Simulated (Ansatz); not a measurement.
```tsv
atom	x (Å)	y (Å)	z (Å)
C	-1.2058	-0.5051	0.1468
Br	-1.2541	0.0447	1.9378
Cl	-2.2315	-1.2180	-2.5907
Cl	0.3299	-0.8725	-0.4785
Si	-2.8907	-0.5703	-0.7082
```

Geometry: PBE0-D3(BJ)/def2-SVP.

These are results of isolated molecule in a Gaussian basis; Kohn-Sham density functional theory, functional PBE0 (Ansatz 0.2.0), not measurements.

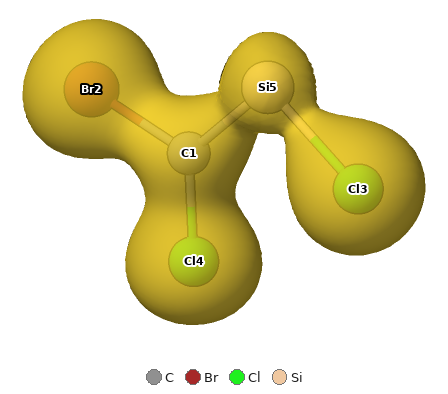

CBrCl$_{2}$Si (SMILES Cl/[Si]=C(\Cl)Br) (doublet). Isosurface of the total electron density at 0.5 e/Å³ (yellow), seen at an oblique angle.

> Which contacts does the surface bridge?

At this value the surface is in one piece. It bridges the sampled C–Cl (1.70 Å), C–Br (1.87 Å), C–Si (1.89 Å) and Si–Cl (2.10 Å) contacts, where the density stays above the isovalue. On the grid the lowest density along these lines, outside the cores, is 1.5 e/Å³ (C–Cl, 1.70 Å), 1.2 e/Å³ (C–Br, 1.87 Å), 0.75 e/Å³ (C–Si, 1.89 Å) and 0.62 e/Å³ (Si–Cl, 2.10 Å).
